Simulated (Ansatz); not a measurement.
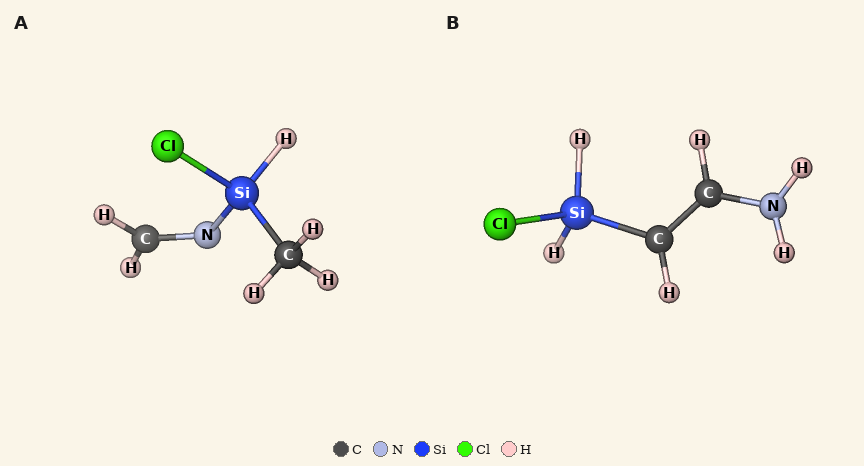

2 stationary structures of one formula. Geometries: PBE0-D4/def2-TZVP. Electronic energies: CCSD(T)/CBS (MP2 limit from def2-TZVPP and def2-QZVPP plus CCSD(T) − MP2) (Ansatz 0.2.0), without zero-point energy. No frequency run is at hand to confirm each as a minimum. Each is one conformer, not always the lowest.

How are they related?

Answer. They are constitutional isomers of C2H6ClNSi: A `C=N[Si@H](C)Cl`, B `N/C=C/[SiH2]Cl`.

Rank them by energy, lowest first.

Answer. A is lowest; B lies 67.6 kJ/mol above it.
